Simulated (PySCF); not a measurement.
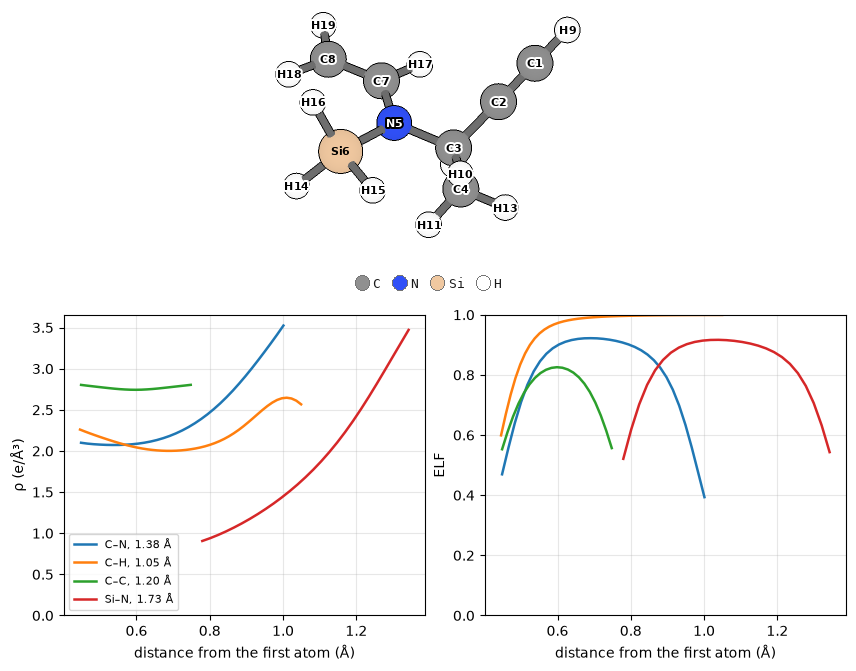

Figure 1: C6H11NSi (SMILES C#C[C@H](C)N([SiH3])C=C). Total electron density and electron localisation function along straight lines between neighbouring atoms. The curves leave out the atomic cores. The structure is drawn too.

Geometry: GFN2-xTB.

Computed with PBE0/pcSseg-1, SCF density, gas phase, non-relativistic in PySCF 2.14.0.

```yaml
atoms:
  - { symbol: C, position_ang: [2.2991, 2.0627, -0.4154] }
  - { symbol: C, position_ang: [1.7444, 1.0692, -0.0443] }
  - { symbol: C, position_ang: [1.0525, -0.1379, 0.3849] }
  - { symbol: C, position_ang: [1.4845, -1.3322, -0.4766] }
  - { symbol: N, position_ang: [-0.3932, 0.0375, 0.3556] }
  - { symbol: Si, position_ang: [-1.4002, -0.5196, 1.6505] }
  - { symbol: C, position_ang: [-0.9140, 0.5154, -0.8304] }
  - { symbol: C, position_ang: [-2.1967, 0.5469, -1.1674] }
  - { symbol: H, position_ang: [2.7971, 2.9313, -0.7292] }
  - { symbol: H, position_ang: [1.3410, -0.3329, 1.4243] }
  - { symbol: H, position_ang: [1.0046, -2.2359, -0.1073] }
  - { symbol: H, position_ang: [1.1869, -1.1761, -1.5113] }
  - { symbol: H, position_ang: [2.5644, -1.4556, -0.4369] }
  - { symbol: H, position_ang: [-2.1355, -1.7340, 1.2746] }
  - { symbol: H, position_ang: [-0.4806, -0.8281, 2.7461] }
  - { symbol: H, position_ang: [-2.3194, 0.5547, 2.0234] }
  - { symbol: H, position_ang: [-0.1690, 0.9097, -1.5116] }
  - { symbol: H, position_ang: [-2.9731, 0.1627, -0.5304] }
  - { symbol: H, position_ang: [-2.5026, 0.9712, -2.1060] }
```

**Compare the contacts.**

C–N (1.38 Å): ρ is about 2.2 e/Å³ halfway; the ELF peaks at about 0.90 between the atoms (a covalent bond).
C–H (1.05 Å): ρ at the midpoint is about 2.1 e/Å³; the ELF climbs to about 1 towards the hydrogen, as it does in any bond to H: a covalent bond by its length.
C–C (1.20 Å): ρ at the midpoint is about 2.7 e/Å³; the ELF peaks at about 0.85 between the atoms (a multiple bond).
Si–N (1.73 Å): ρ at the midpoint is about 1.1 e/Å³; the ELF peaks at about 0.90 between the atoms; a polar covalent bond.
